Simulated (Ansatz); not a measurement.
# UB3LYP/6-31G(d) (Cartesian functions) run of Si2NH6 (SMILES [SiH2]N[SiH3])

What is the vertical doublet–quartet gap of Si2NH6 at UB3LYP/6-31G* (Cartesian functions)? 

The results are computed with Ansatz 0.2.0.

60 further runs of the same task are left out: 60 set aside as unsound or not needed.

### Step 1. The system as given

The species is Si2NH6 (9 atoms), meant as a doublet with charge 0. SMILES: `[SiH2]N[SiH3]`. The coordinates come from a PBE0-D4/def2-TZVP relaxation. This is one conformer, not always the lowest.

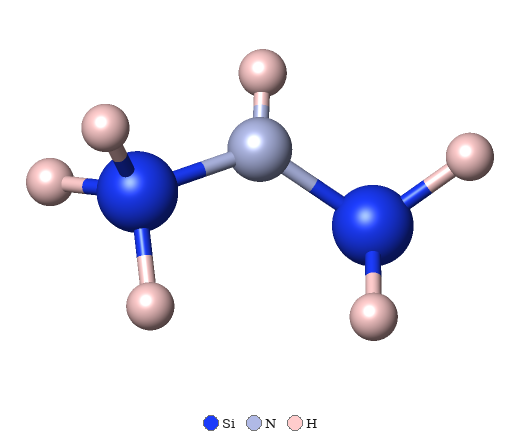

The structure, seen from a chosen angle (silicon blue, nitrogen light blue, hydrogen pink).

### Step 2. A single-point energy at UB3LYP/6-31G(d) (Cartesian functions)

Input file job.yaml:

```yaml
crystal:
  periodic: [false, false, false]
  atoms:
    - {symbol: Si, position_ang: [-1.200900, 0.925300, -0.948400]}
    - {symbol: N, position_ang: [0.196900, 0.625800, 0.025200]}
    - {symbol: Si, position_ang: [0.611700, -0.820500, 0.880200]}
    - {symbol: H, position_ang: [-1.616500, -0.372000, -1.554500]}
    - {symbol: H, position_ang: [-0.842900, 1.913400, -2.010900]}
    - {symbol: H, position_ang: [0.764100, 1.439300, 0.222200]}
    - {symbol: H, position_ang: [1.982600, -1.276500, 0.525400]}
    - {symbol: H, position_ang: [-0.378200, -1.853400, 0.488500]}
    - {symbol: H, position_ang: [0.571600, -0.627700, 2.355400]}
basis:
  gaussian:
    orbitals: "6-31G*"
magnetization:
  spin_polarized: true
  initial_magnetization: 1
hamiltonian:
  xc: {name: B3LYP}
accuracy: high
output: {orbitals: {seedname: orbitals}}
```

Command:

```
ansatz run job.yaml --threads 1 --pin off --max-ram 3480MiB --events-out events.jsonl --progress --plain --runs-dir runs
```

The program printed:

```text
Warning: RAYON_NUM_THREADS=1 ignored (pool sized by the plan → 1); use --threads N
Functional definition: B3LYP
  name "B3LYP"
  parameter a0 = 0.2
  parameter ax = 0.72
  parameter ac = 0.81
  exchange = (1 - a0 - ax)*slater_x + ax*b88_x + a0*exact_x
  correlation = (1 - ac)*vwn_rpa_c + ac*lyp_c
1476 factors; integrals over basis functions are off by at most 4.0e-9 eV
mean field evaluation 1: about -17336.2732 eV, gradient 4.0e1 eV
mean field evaluation 2: about -17317.9146 eV, gradient 6.9e1 eV
mean field evaluation 4: about -17342.4415 eV, gradient 1.4e0 eV
mean field evaluation 8: about -17342.6093 eV, gradient 3.9e-2 eV
mean field evaluation 16: about -17342.6094 eV, gradient 4.8e-5 eV
mean field -17342.60936642 eV, -637.3291389732 hartree, gradient 7.2e-8 eV, S^2 0.751668; 0 other end points of the search recorded, 0 dependent functions left out
reference -17342.60940894 eV, -637.3291405357 hartree; 21, 20 occupied and 44, 45 virtual orbitals, 1476 factors
Total energy: -17342.60940894 eV, -637.3291405357 hartree
```

Run time: 9.9 s. Hardware: 1 thread of Arm Neoverse V1, shared host; peak memory 0.29 GiB.

### Step 3. The quartet, same level

Input file input.yaml:

```yaml
crystal:
  periodic: [false, false, false]
  atoms:
    - {symbol: Si, position_ang: [-1.200900, 0.925300, -0.948400]}
    - {symbol: "N", position_ang: [0.196900, 0.625800, 0.025200]}
    - {symbol: Si, position_ang: [0.611700, -0.820500, 0.880200]}
    - {symbol: H, position_ang: [-1.616500, -0.372000, -1.554500]}
    - {symbol: H, position_ang: [-0.842900, 1.913400, -2.010900]}
    - {symbol: H, position_ang: [0.764100, 1.439300, 0.222200]}
    - {symbol: H, position_ang: [1.982600, -1.276500, 0.525400]}
    - {symbol: H, position_ang: [-0.378200, -1.853400, 0.488500]}
    - {symbol: H, position_ang: [0.571600, -0.627700, 2.355400]}
basis:
  gaussian: {orbitals: "6-31G*"}
total_charge: 0
magnetization: {spin_polarized: true, initial_magnetization: 3}
hamiltonian: {xc: {name: B3LYP}}
accuracy: high
output: {orbitals: {seedname: orbitals}}
```

Command:

```
ansatz run input.yaml --threads 1 --pin off --max-ram 3480MiB --events-out events.jsonl --progress --plain --runs-dir runs
```

The program printed, shortened:

```text
Warning: RAYON_NUM_THREADS=1 ignored (pool sized by the plan → 1); use --threads N
[... 7 set-up lines as earlier in the session ...]
1476 factors; integrals over basis functions are off by at most 4.0e-9 eV
mean field evaluation 1: about -17329.3350 eV, gradient 3.8e1 eV
mean field evaluation 2: about -17310.2765 eV, gradient 6.9e1 eV
mean field evaluation 4: about -17335.7823 eV, gradient 6.9e0 eV
mean field evaluation 8: about -17336.3529 eV, gradient 4.6e-1 eV
mean field evaluation 16: about -17336.3551 eV, gradient 3.9e-4 eV
mean field -17336.35513311 eV, -637.0993001382 hartree, gradient 9.5e-8 eV, S^2 3.755864; 0 other end points of the search recorded, 0 dependent functions left out
reference -17336.35517684 eV, -637.0993017452 hartree; 22, 19 occupied and 43, 46 virtual orbitals, 1476 factors
Total energy: -17336.35517684 eV, -637.0993017452 hartree
```

Run time: 12 s. Hardware: 1 thread of Arm Neoverse V1, shared host; peak memory 0.29 GiB.

### Step 4. Results

At UB3LYP/6-31G* (Cartesian functions):

```
                                        quantity          value
                           doublet: total energy  -637.32914 Eh
     doublet: HOMO energy (highest over α and β)       -5.05 eV
      doublet: LUMO energy (lowest over α and β)       -2.15 eV
                                   doublet: ⟨S²⟩          0.752
                           quartet: total energy  -637.09930 Eh
     quartet: HOMO energy (highest over α and β)       -1.87 eV
                                   quartet: ⟨S²⟩          3.756
vertical energy of the quartet above the doublet       6.254 eV
```

What this shows: At this shape the quartet lies 6.25 eV (603 kJ/mol) above the doublet.
